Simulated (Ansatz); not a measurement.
## Electronic structure of Al₂F₂H₄ (charge +1, doublet) in real space

```xyz
8

Al   -0.7561    1.1961   -0.0534
H    -2.3205    1.2051    0.3547
H    -0.0742    2.5844   -0.5241
F    -0.2895   -0.2322   -1.1032
Al    0.7559   -1.1962    0.0534
H     2.3203   -1.2040   -0.3549
H     0.0751   -2.5850    0.5240
F     0.2889    0.2319    1.1035
```

Geometry: PBE0-D4/def2-SVP.

Computed with UKS PBE0-D4/def2-TZVP (Ansatz 0.2.0).

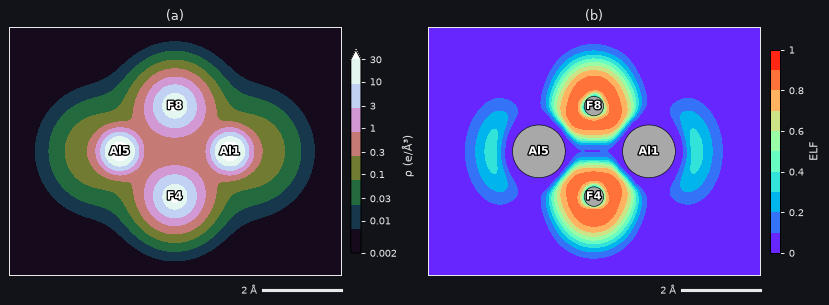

Figure 1. (a) electron density; (b) electron localisation function on the plane of atoms Al1, F4 and Al5. Grey discs cover the atomic cores in the ELF map.

Q: Read the bonding off the picture.

A: The section cuts through Al and F sites. Al–F (1.83 Å): ρ at the midpoint is about 0.56 e/Å³; the ELF peaks at about 0.85 in the valence shell of F, 0.5 Å from its nucleus, and is about 0.35 at the midpoint. The ELF also peaks beside F4 and F8, away from the bonds: non-bonding electrons, paired or unpaired.

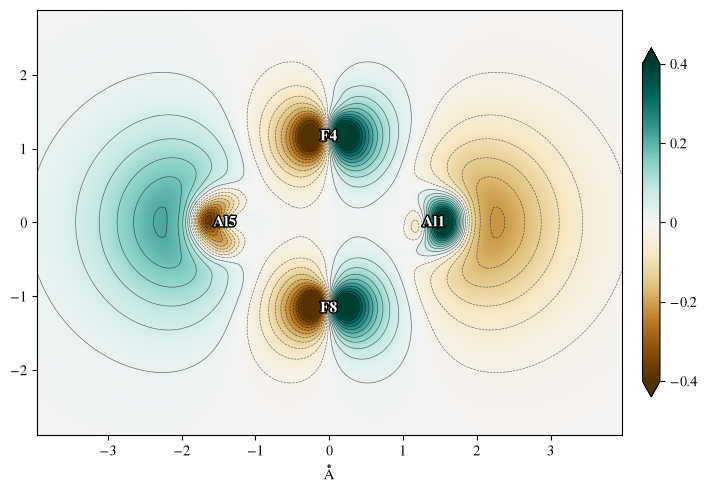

Figure 2. The HOMO−1 (β) on the plane of atoms F4, Al1 and F8 (values in Å⁻³ᐟ²; the overall sign is arbitrary).

Q: Where does this orbital lie, and at what energy?

A: It lies mainly on Al1 (about 20 %), Al5 (about 20 %), H2 (about 10 %), H3 (about 10 %), H6 (about 10 %) and H7 (about 10 %); it is ungerade (odd under inversion). Its energy is −15.46 eV.

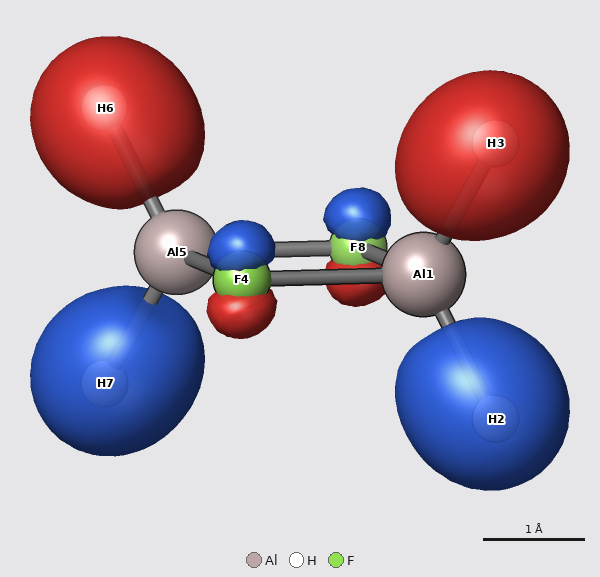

Figure 3. The HOMO (α) at ±0.15 Å⁻³ᐟ² (red and blue are the two phases), seen at an oblique angle.

Q: Describe this orbital and give its energy.

A: It lies mainly on Al1 (about 15 %), Al5 (about 15 %), H2 (about 15 %), H3 (about 15 %), H6 (about 15 %) and H7 (about 15 %); it is ungerade (odd under inversion). Its energy is −14.85 eV.
